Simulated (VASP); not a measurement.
Band structure of HfSb4Mo (space group Cm). Level of theory: PBEsol GGA, VASP's PBE PAW potentials (set 64) (plane waves; VASP).

Unless said otherwise, spin-orbit coupling is left out, though it shifts the bands of the heavy elements here.

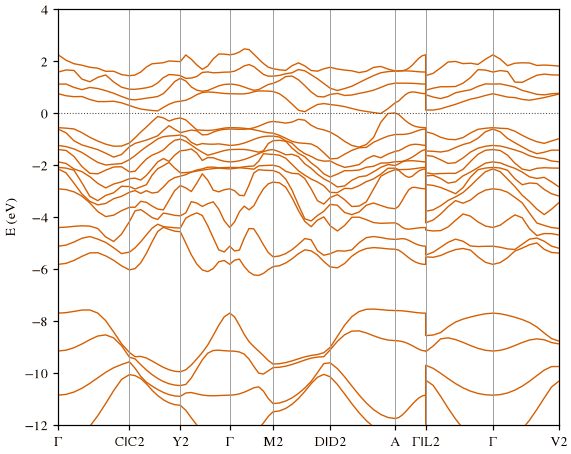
*Bands along high-symmetry lines, zero at the valence-band maximum or, without a gap, the Fermi level*

### Question
Read the plot: is there a gap, and where are the band edges?

### Answer
It has no gap at this level: it comes out as a metal or semimetal. (Edges off the drawn lines would not show.)

The structure comes from a computed database's HfSb4Mo entry (Cm); how it stands against other phases isn't given here. It was relaxed first.
